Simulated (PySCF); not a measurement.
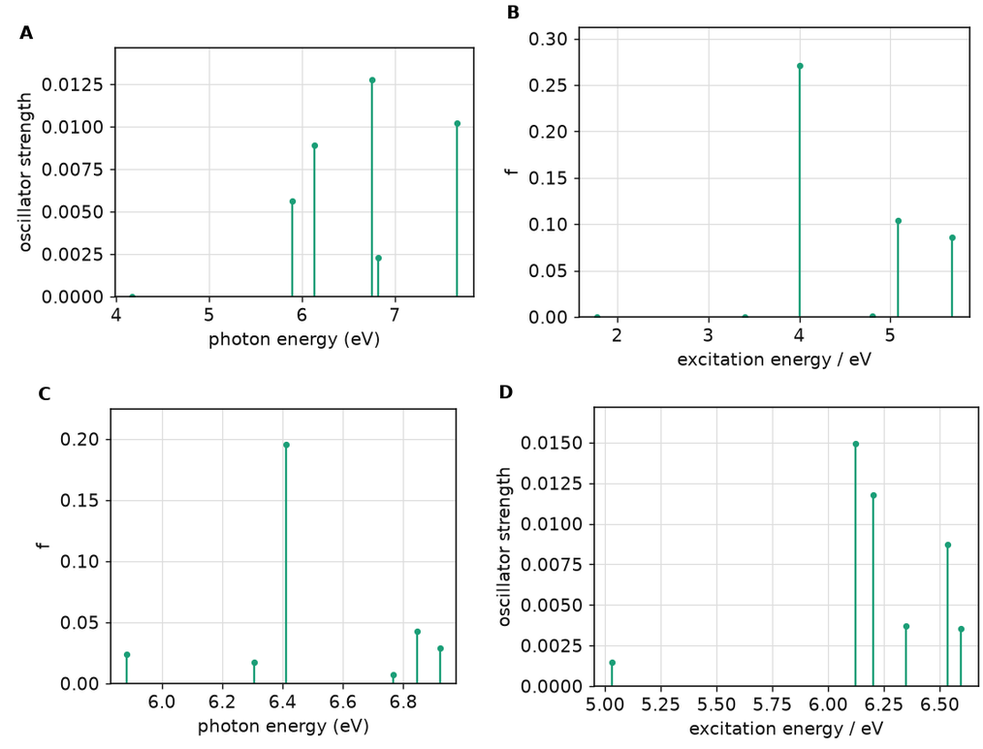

Vertical TDDFT excitations, PBE0/def2-SVPD in PySCF 2.14.0, at a GFN2-xTB geometry (no frequency check), gas phase. Each panel shows the lowest singlet states that were computed.

**Pair each panel with its molecule.**
1. C₆H₇FN₂, SMILES C=CCn1cc(F)cn1
2. C₇H₉N, SMILES C=C[C@@H](C#CC)N=C
3. C₆H₅NS, SMILES CCC#CC(=S)C#N
4. C₄H₄O₃, SMILES O=C[C@@H]1CC(=O)O1

A: 4 (S1 at 4.16 eV, brightest at 6.76 eV)
B: 3 (S1 at 1.78 eV, brightest at 4.01 eV)
C: 1 (S1 at 5.88 eV, brightest at 6.41 eV)
D: 2 (S1 at 5.03 eV, brightest at 6.12 eV)

Limits of at least one run: core orbitals are frozen in the response; one conformer of a flexible molecule; the tight-binding geometry is rougher than a DFT one and adds to the error.
